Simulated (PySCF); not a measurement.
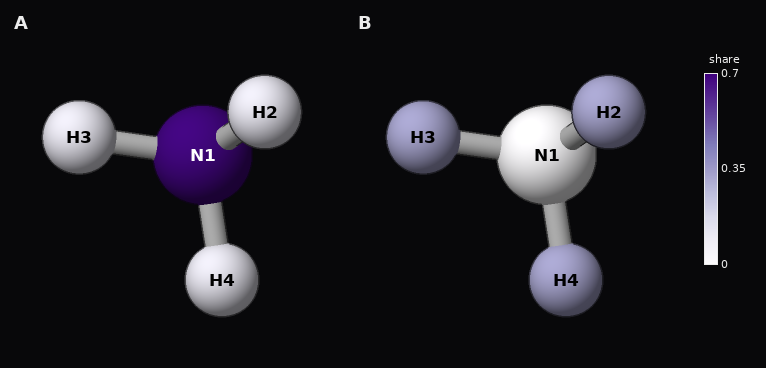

Each panel colours the atoms by their Löwdin share in one orbital (up to four of the largest shares; other atoms are shown as zero). The computed structure is the end point of a PBE0-D3(BJ)/def2-TZVP optimisation. No frequency run is at hand to confirm it as a minimum. Method: CAM-B3LYP/aug-cc-pVTZ (PySCF 2.14.0).

### The panels show the HOMO, LUMO, in some order. Which is which?

A: HOMO, −9.24 eV; N1 0.69, H4 0.10, H3 0.10, H2 0.10
B: LUMO, 0.14 eV; H2 0.32, H3 0.32, H4 0.32
